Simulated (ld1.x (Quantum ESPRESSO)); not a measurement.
# A TM potential for hafnium, from input to tests

Do these settings give a usable potential? It is generated, then checked for transferability, scattering, ghosts and hardness.

Program: ld1.x (Quantum ESPRESSO) 7.5. Reference atom: PBE, scalar-relativistic, spherical and spin-unpolarised. All values are calculated.

## 1. The atom and the settings

Typed settings, in words:

- element: hafnium (Hf, Z = 72)
- type: norm-conserving Troullier–Martins (Kleinman–Bylander form)
- frozen core: [Xe] 4f14
- valence charge: 4
- reference configuration: 5d2 6s2 6p0
- partial waves: 6s (bound): rc 2.30 bohr; 6p (bound, empty): rc 4.20 bohr; 5d (bound): rc 1.70 bohr
- local potential: the d channel
- core correction: not asked for

An earlier all-electron run gives the scale for the radii.

All-electron outer shells of the reference configuration (PBE, scalar-relativistic, ld1.x):

| shell | level (eV) | outermost node (bohr) | outermost maximum (bohr) |
| --- | --- | --- | --- |
| 5p | -35.57 | 0.60 | 1.16 |
| 4f | -16.83 | – | 0.45 |
| 6s | -5.11 | 1.37 | 2.89 |
| 5d | -2.69 | 0.67 | 1.69 |
| 6p | -1.40 | 1.66 | 4.05 |

## 2. Generating the potential

The input, Hf.in:

```
 &input
   title='Hf', zed=72., rel=1, dft='PBE', iswitch=3,
   config='[Xe] 4f14 5d2 6s2 6p0',
   nld=3, rlderiv=4.55, eminld=-2.0, emaxld=5.0, deld=0.02
 /
 &inputp
   pseudotype=2, tm=.true., lloc=2,
   nlcc=.false.,
   file_pseudopw='Hf.UPF', file_wfcaegen='ae.wfc', file_wfcncgen='nc.wfc', file_beta='beta', file_chi='chi'
 /
3
6S  1  0   2.00   0.00  2.30  2.30  0.0
6P  2  1   0.00   0.00  4.20  4.20  0.0
5D  3  2   2.00   0.00  1.70  1.70  0.0
 &test
   configts(1)='5d2 6s2 6p0'
 /
```

Launch:

```console
$ ld1.x < Hf.in > Hf.out
```

What the program wrote to Hf.out (without the banner and most projector matrices):

```text
     Program LD1 v.7.5
     --------------------------- All-electron run ----------------------------

     Hf
     scalar relativistic calculation

     atomic number is 72.00
     dft =PBE   lsd =0 sic =0 latt =0  beta=0.20 tr2=1.0E-14
     Exchange-correlation= PBE
                           (   1   4   3   4   0   0   0)
     mesh =1271 r(mesh) =  99.31870 a.u. xmin = -7.00 dx = 0.01250
     1 Ry =  13.60569312 eV, c = 137.03599908

     n l     nl                  e(Ry)          e(Ha)          e(eV)
     1 0     1S 1( 2.00)     -4798.6110     -2399.3055    -65288.4286
     2 0     2S 1( 2.00)      -820.6457      -410.3228    -11165.4529
     2 1     2P 1( 6.00)      -720.5158      -360.2579     -9803.1172
     3 0     3S 1( 2.00)      -186.9869       -93.4935     -2544.0869
     3 1     3P 1( 6.00)      -157.0786       -78.5393     -2137.1631
     4 0     4S 1( 2.00)       -37.6716       -18.8358      -512.5485
     4 1     4P 1( 6.00)       -27.8617       -13.9309      -379.0778
     3 2     3D 1(10.00)      -121.7032       -60.8516     -1655.8558
     5 0     5S 1( 2.00)        -4.9256        -2.4628       -67.0155
     5 1     5P 1( 6.00)        -2.6146        -1.3073       -35.5735
     4 2     4D 1(10.00)       -15.1900        -7.5950      -206.6705
     4 3     4F 1(14.00)        -1.2373        -0.6187       -16.8347
     5 2     5D 1( 2.00)        -0.1976        -0.0988        -2.6887
     6 0     6S 1( 2.00)        -0.3754        -0.1877        -5.1082
     6 1     6P 1( 0.00)        -0.1026        -0.0513        -1.3962

     final scf error:  9.5E-15 reached in  28 iterations

     Etot =  -30156.442974 Ry,  -15078.221487 Ha, -410299.308784 eV

     Ekin =   33046.727666 Ry,   16523.363833 Ha,  449623.635342 eV
     Encl =  -74400.522534 Ry,  -37200.261267 Ha,-1012270.677782 eV
     Eh   =   11812.508265 Ry,    5906.254132 Ha,  160717.362466 eV
     Exc  =    -615.156371 Ry,    -307.578186 Ha,   -8369.628810 eV

     normalization and overlap integrals

     s(1S/1S) =  1.000000  <r> =   0.0190  <r2> =    0.0005  r(max) =   0.0120
     s(2S/2S) =  1.000000  <r> =   0.0804  <r2> =    0.0076  r(max) =   0.0679
     s(2P/2P) =  1.000000  <r> =   0.0717  <r2> =    0.0063  r(max) =   0.0556
     s(3S/3S) =  1.000000  <r> =   0.2086  <r2> =    0.0498  r(max) =   0.1917
     s(3P/3P) =  1.000000  <r> =   0.2085  <r2> =    0.0504  r(max) =   0.1893
     s(4S/4S) =  1.000000  <r> =   0.4682  <r2> =    0.2475  r(max) =   0.4375
     s(4P/4P) =  1.000000  <r> =   0.4976  <r2> =    0.2818  r(max) =   0.4599
     s(3D/3D) =  1.000000  <r> =   0.1890  <r2> =    0.0419  r(max) =   0.1550
     s(5S/5S) =  1.000000  <r> =   1.1348  <r2> =    1.4495  r(max) =   1.0109
     s(5P/5P) =  1.000000  <r> =   1.3423  <r2> =    2.0507  r(max) =   1.1599
     s(4D/4D) =  1.000000  <r> =   0.5352  <r2> =    0.3323  r(max) =   0.4716
     s(4F/4F) =  1.000000  <r> =   0.6773  <r2> =    0.5953  r(max) =   0.4542
     s(5D/5D) =  1.000000  <r> =   2.5139  <r2> =    7.9530  r(max) =   1.6876
     s(6S/6S) =  1.000000  <r> =   3.4500  <r2> =   13.5887  r(max) =   2.8888
     s(6P/6P) =  1.000000  <r> =   5.1293  <r2> =   30.7367  r(max) =   4.0484

     ------------------------ End of All-electron run ------------------------

     --------------------- Generating NC pseudopotential ---------------------

      Generating local pot.: lloc=2, matching radius rcloc =   1.7000

      Wfc   6S  rcut= 2.278  Using Troullier-Martins method

      Wfc   6P  rcut= 4.151  Using Troullier-Martins method

     ------------------- End of pseudopotential generation -------------------

     [... the all-electron block is printed once more ...]


     Computing logarithmic derivative in   4.55900
     Computing logarithmic derivative in   4.55900
     Computing the partial wave expansion
     R is outside the sphere for l=    0 j= 0.00
     R is outside the sphere for l=    1 j= 0.00
       no projector for channel:   2

     ---------------------- Testing the pseudopotential ----------------------

     Hf
     scalar relativistic calculation

     atomic number is 72.00   valence charge is  4.00
     dft =PBE   lsd =0 sic =0 latt =0  beta=0.20 tr2=1.0E-14
     mesh =1271 r(mesh) =  99.31870 xmin = -7.00 dx = 0.01250

     n l     nl             e AE (Ry)        e PS (Ry)    De AE-PS (Ry)
     3 2     5D   1( 2.00)       -0.19761       -0.19761       -0.00001
     1 0     6S   1( 2.00)       -0.37544       -0.37544       -0.00000
     2 1     6P   1( 0.00)       -0.10262       -0.10262        0.00000

     eps = 7.6E-15  iter = 17

     Etot =  -30156.442974 Ry,  -15078.221487 Ha, -410299.308784 eV
     Etotps =    -5.525969 Ry,      -2.762984 Ha,     -75.184636 eV

     Ekin =       5.014388 Ry,       2.507194 Ha,      68.224222 eV
     Encl =     -14.558528 Ry,      -7.279264 Ha,    -198.078870 eV
     Ehrt =       4.860050 Ry,       2.430025 Ha,      66.124354 eV
     Ecxc =      -1.639185 Ry,      -0.819593 Ha,     -22.302252 eV
     Epseu=       0.797307 Ry,       0.398653 Ha,      10.847910 eV

     ---------------------- End of pseudopotential test ----------------------
```

Run time: 3 s. Hardware: 1 thread of Intel Xeon Platinum 8488C, shared host. (Generation and the later configuration tests together.)

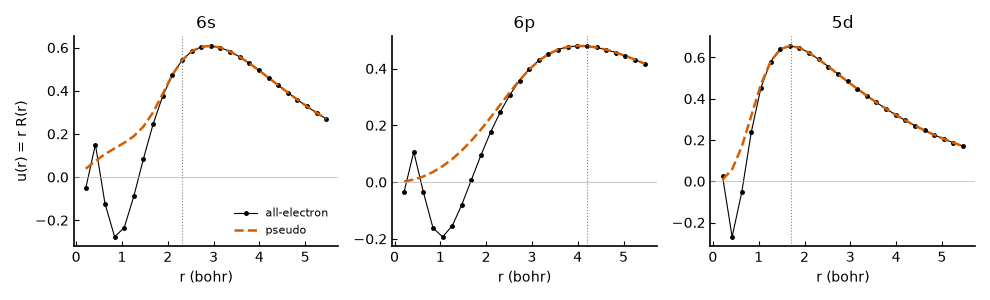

Bound waves of the atom and their pseudo partners (6s, 6p, 5d), with the matching radii dotted. The curves join 26 sampled radii, too few to resolve the innermost nodes.

## 3. Testing the new file in other configurations

The input, Hf.test.in:

```
 &input
   title='Hf', zed=72., rel=1, dft='PBE', iswitch=2,
   config='[Xe] 4f14 5d2 6s2 6p0'
 /
 &test
   file_pseudo='Hf.UPF', nconf=8,
   configts(1)='5d2 6s2 6p0',
   configts(2)='5d2 6s1 6p0',
   configts(3)='5d2 6s0 6p0',
   configts(4)='5d1 6s0 6p0',
   configts(5)='5d2 6s0 6p2',
   configts(6)='5d2.5 6s1.5 6p0',
   configts(7)='5d2 6s1.5 6p0',
   configts(8)='5d1 6s2 6p1'
 /
```

Launch:

```console
$ ld1.x < Hf.test.in > Hf.test.out
```

Hf.test.out, the pseudopotential blocks, each with the warnings that came before it:

```text
     ---------------------- Testing the pseudopotential ----------------------

     Hf
     scalar relativistic calculation

     atomic number is 72.00   valence charge is  4.00
     dft =PBE   lsd =0 sic =0 latt =0  beta=0.20 tr2=1.0E-14
     mesh =1271 r(mesh) =  99.31870 xmin = -7.00 dx = 0.01250

     n l     nl             e AE (Ry)        e PS (Ry)    De AE-PS (Ry)
     3 2     5D   1( 2.00)       -0.19761       -0.19761       -0.00001
     1 0     6S   1( 2.00)       -0.37544       -0.37544       -0.00000
     2 1     6P   1( 0.00)       -0.10262       -0.10262        0.00000

     eps = 7.2E-15  iter = 17

     Etot =  -30156.442974 Ry,  -15078.221487 Ha, -410299.308784 eV
     Etotps =    -5.525969 Ry,      -2.762984 Ha,     -75.184636 eV

     Ekin =       5.014388 Ry,       2.507194 Ha,      68.224222 eV
     Encl =     -14.558528 Ry,      -7.279264 Ha,    -198.078870 eV
     Ehrt =       4.860050 Ry,       2.430025 Ha,      66.124354 eV
     Ecxc =      -1.639185 Ry,      -0.819593 Ha,     -22.302252 eV
     Epseu=       0.797307 Ry,       0.398653 Ha,      10.847910 eV

     ---------------------- End of pseudopotential test ----------------------

     Warning: n=2, l=1 expected 0 nodes, found 1
     ---------------------- Testing the pseudopotential ----------------------

     Hf
     [...]
     n l     nl             e AE (Ry)        e PS (Ry)    De AE-PS (Ry)
     3 2     5D   1( 2.00)       -0.67663       -0.67836        0.00172
     1 0     6S   1( 1.00)       -0.80664       -0.80434       -0.00230
     2 1     6P   1( 0.00)       -0.46737       -0.58069        0.11332  !

     eps = 6.9E-15  iter = 14

     Etot =  -30155.856735 Ry,  -15077.928367 Ha, -410291.332596 eV
     Etotps =    -4.940150 Ry,      -2.470075 Ha,     -67.214167 eV
     dEtot_ae =       0.586239 Ry
     dEtot_ps =       0.585819 Ry,   Delta E=       0.000420 Ry

     [...]
     ---------------------- End of pseudopotential test ----------------------

     ---------------------- Testing the pseudopotential ----------------------

     Hf
     [...]
     n l     nl             e AE (Ry)        e PS (Ry)    De AE-PS (Ry)
     3 2     5D   1( 2.00)       -1.22774       -1.22244       -0.00530  !
     1 0     6S   1( 0.00)       -1.28626       -1.26063       -0.02564  !
     2 1     6P   1( 0.00)       -0.88327       -0.88327        0.00000

     eps = 6.7E-15  iter = 11

     Etot =  -30154.814543 Ry,  -15077.407272 Ha, -410277.152854 eV
     Etotps =    -3.908253 Ry,      -1.954126 Ha,     -53.174487 eV
     dEtot_ae =       1.628431 Ry
     dEtot_ps =       1.617716 Ry,   Delta E=       0.010715 Ry

     [...]
     ---------------------- End of pseudopotential test ----------------------

     ---------------------- Testing the pseudopotential ----------------------

     Hf
     [...]
     n l     nl             e AE (Ry)        e PS (Ry)    De AE-PS (Ry)
     3 2     5D   1( 1.00)       -1.99375       -1.96672       -0.02702  !
     1 0     6S   1( 0.00)       -1.90796       -1.85121       -0.05675  !
     2 1     6P   1( 0.00)       -1.41859       -1.41859        0.00000

     eps = 1.0E-15  iter = 11

     Etot =  -30153.212710 Ry,  -15076.606355 Ha, -410255.358810 eV
     Etotps =    -2.318698 Ry,      -1.159349 Ha,     -31.547487 eV
     dEtot_ae =       3.230264 Ry
     dEtot_ps =       3.207271 Ry,   Delta E=       0.022992 Ry

     [...]
     ---------------------- End of pseudopotential test ----------------------

     BEWARE! Errors in PS-KS equations
     Warning: n=1, l=0 expected 0 nodes, found 1
     ---------------------- Testing the pseudopotential ----------------------

     Hf
     [...]
     n l     nl             e AE (Ry)        e PS (Ry)    De AE-PS (Ry)
     3 2     5D   1( 2.00)       -0.36405       -1.22244        0.85839  !
     1 0     6S   1( 0.00)       -0.49686       -0.49686        0.00000
     2 1     6P   1( 2.00)       -0.19323       -0.19323        0.00000

     eps = 7.9E-15  iter = 23

     Etot =  -30155.865138 Ry,  -15077.932569 Ha, -410291.446927 eV
     Etotps =    -4.294714 Ry,      -2.147357 Ha,     -58.432565 eV
     dEtot_ae =       0.577836 Ry
     dEtot_ps =       1.231254 Ry,   Delta E=      -0.653419 Ry

     [...]
     ---------------------- End of pseudopotential test ----------------------

     ---------------------- Testing the pseudopotential ----------------------

     Hf
     [...]
     n l     nl             e AE (Ry)        e PS (Ry)    De AE-PS (Ry)
     3 2     5D   1( 2.50)       -0.16888       -0.16939        0.00051
     1 0     6S   1( 1.50)       -0.36016       -0.35899       -0.00117
     2 1     6P   1( 0.00)       -0.09728       -0.09722       -0.00006

     eps = 2.4E-15  iter = 14

     Etot =  -30156.350724 Ry,  -15078.175362 Ha, -410298.053655 eV
     Etotps =    -5.434028 Ry,      -2.717014 Ha,     -73.933714 eV
     dEtot_ae =       0.092250 Ry
     dEtot_ps =       0.091941 Ry,   Delta E=       0.000309 Ry

     [...]
     ---------------------- End of pseudopotential test ----------------------

     ---------------------- Testing the pseudopotential ----------------------

     Hf
     [...]
     n l     nl             e AE (Ry)        e PS (Ry)    De AE-PS (Ry)
     3 2     5D   1( 2.00)       -0.42688       -0.42781        0.00093
     1 0     6S   1( 1.50)       -0.58420       -0.58378       -0.00042
     2 1     6P   1( 0.00)       -0.27724       -0.30732        0.03009  !

     eps = 1.9E-15  iter = 16

     Etot =  -30156.203808 Ry,  -15078.101904 Ha, -410296.054760 eV
     Etotps =    -5.286783 Ry,      -2.643392 Ha,     -71.930351 eV
     dEtot_ae =       0.239166 Ry
     dEtot_ps =       0.239185 Ry,   Delta E=      -0.000019 Ry

     [...]
     ---------------------- End of pseudopotential test ----------------------

     BEWARE! Errors in PS-KS equations
     Warning: n=3, l=2 expected 0 nodes, found 1
     ---------------------- Testing the pseudopotential ----------------------

     Hf
     [...]
     n l     nl             e AE (Ry)        e PS (Ry)    De AE-PS (Ry)
     3 2     5D   1( 1.00)       -0.36520       -0.77880        0.41360  !
     1 0     6S   1( 2.00)       -0.48190       -0.87275        0.39085  !
     2 1     6P   1( 1.00)       -0.16809       -0.16809        0.00000

     eps = 6.1E-15  iter = 70

     Etot =  -30156.298772 Ry,  -15078.149386 Ha, -410297.346824 eV
     Etotps =    -5.218184 Ry,      -2.609092 Ha,     -70.997017 eV
     dEtot_ae =       0.144201 Ry
     dEtot_ps =       0.307784 Ry,   Delta E=      -0.163583 Ry

     [...]
     ---------------------- End of pseudopotential test ----------------------
```

2 tests gave no usable energy difference (5d2 6s0 6p2; 5d1 6s2 6p1).

The tests as a table, with energies relative to 5d2 6s2 6p0. A star marks tests that logged a warning.

```tsv
valence configuration	charge	ΔE all-electron (eV)	error AE − PS (meV)
5d2 6s1 6p0 *	+1	7.976	+5.7
5d2 6s0 6p0	+2	22.156	+146
5d1 6s0 6p0	+3	43.950	+313
5d2.5 6s1.5 6p0	0	1.255	+4.2
5d2 6s1.5 6p0	+0.5	3.254	-0.3
```

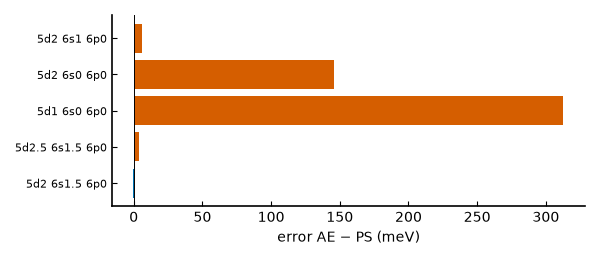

Error of the potential in each test configuration.

## 4. Logarithmic derivatives

Taken from the files of the generation run. The phase is arctan(r·u′/u) with u = r·R, unwrapped, with energies in Ry. A pole is an energy at which the radial function vanishes at the test radius. The pseudo phase is shifted by a multiple of π to meet the all-electron one at the reference energy. Levels narrower than the energy grid can be missing from the poles. The last column is the largest difference on the grid between −1 and +1 Ry.

| channel | radius (bohr) | reference (Ry) | poles AE | poles PS | window around the reference with phases within 0.05 rad (Ry) | largest difference near zero (rad) |
| --- | --- | --- | --- | --- | --- | --- |
| s | 4.56 | -0.38 | -0.12, 2.36 | -0.12, 2.27 | below 3.1 | 0.021 |
| p | 4.56 | -0.10 | 0.48, 3.18 | -0.33, 0.49, 3.09 | -0.3 to 1.4 | 3.139 |
| d | 4.56 | -0.20 | -0.12, 1.62, 4.65 | -0.12, 1.62, 4.61 | below 2.9 | 0.003 |

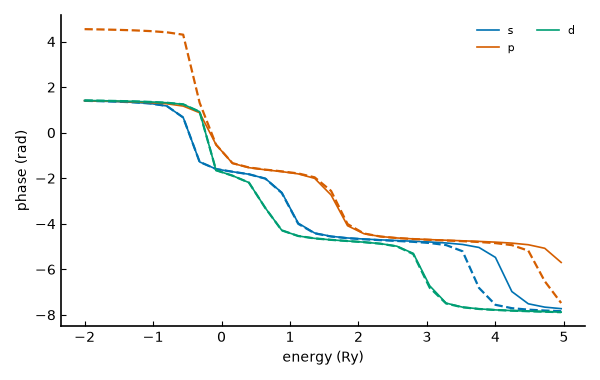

Phases by channel: all-electron solid, pseudo dashed.

## 5. Plane-wave convergence, by spherical Bessel functions

This step uses the generator's waves and projectors in a separate script. Basis: spherical Bessel functions vanishing at 20 bohr, q² up to the cutoff; potential fixed at the reference.

All-electron valence levels (Ry): 6s -0.3754, 6p -0.1026, 5d -0.1976. The lowest levels of each channel (Ry) by cutoff; the last column sums, over occupied levels, occupation times the distance from the level at 400 Ry. A positive value at high cutoff is not a bound level.

| cutoff (Ry) | s #1 | s #2 | p #1 | p #2 | d #1 | f #1 | Σ f·Δε (mRy) |
| --- | --- | --- | --- | --- | --- | --- | --- |
| 8 | -1.2469 | -0.3550 | -0.1026 | 0.0453 | -0.0685 | 0.1026 | 299.2 |
| 10 | -1.7257 | -0.3672 | -0.1026 | 0.0449 | -0.1070 | 0.1026 | 197.7 |
| 12 | -2.0154 | -0.3721 | -0.1026 | -0.0563 | -0.1410 | 0.1026 | 119.9 |
| 15 | -2.1571 | -0.3738 | -0.2320 | -0.1026 | -0.1663 | 0.1026 | 65.9 |
| 18 | -2.2183 | -0.3741 | -0.2847 | -0.1026 | -0.1876 | 0.1026 | 22.7 |
| 25 | -2.2226 | -0.3747 | -0.3212 | -0.1026 | -0.1964 | 0.1026 | 4.0 |
| 30 | -2.2241 | -0.3752 | -0.3226 | -0.1026 | -0.1974 | 0.1026 | 1.0 |
| 35 | -2.2252 | -0.3752 | -0.3226 | -0.1026 | -0.1975 | 0.1026 | 0.7 |
| 40 | -2.2253 | -0.3753 | -0.3228 | -0.1026 | -0.1975 | 0.1026 | 0.6 |
| 45 | -2.2253 | -0.3753 | -0.3230 | -0.1026 | -0.1975 | 0.1026 | 0.4 |
| 400 | -2.2256 | -0.3755 | -0.3233 | -0.1026 | -0.1976 | 0.1026 | 0.0 |

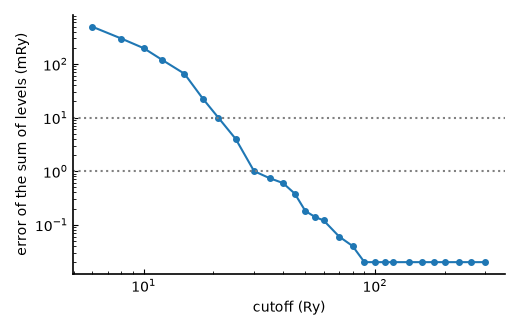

Occupation-weighted error of the valence levels against the cutoff; the dotted lines mark 10 and 1 mRy.

The sum stays within 10 mRy from 25 Ry and within 1 mRy from 35 Ry. The sum leaves out empty levels, which can need more. Ghost test: ghost states, bound below the all-electron valence or empty levels of the same l: s at -30.3 eV, p at -4.4 eV.

## 6. Results

| quantity | value |
| --- | --- |
| cutoffs for 10 and 1 mRy, occupied levels | 25 Ry and 35 Ry |
| bound ghosts | s at -30.28 eV, p at -4.40 eV |
| largest test error (AE − PS) | +313 meV, for 5d1 6s0 6p0 (2 tests unsolved) |
| largest phase difference near zero energy, channels read | 3.139 rad |

What this shows: A bound ghost (s, p) makes it unfit for use: electrons can fall into a state that the atom doesn't have. The worst unpolarised test, 5d1 6s0 6p0, is off by 313 meV on 43.9 eV; by total energies transferability rates as poor. Of the tests 2 gave no usable energy difference, which is a warning in itself. By its cutoff, 25 Ry for the looser tolerance, it is soft on the atom at that tolerance. Near zero energy the largest phase difference among the channels read is 3.14 rad, in the p channel. A step near π is an extra or missing state, not a misfit of shape. The pseudo curves have a pole with no partner nearby in the atom's: p at -0.33 Ry.
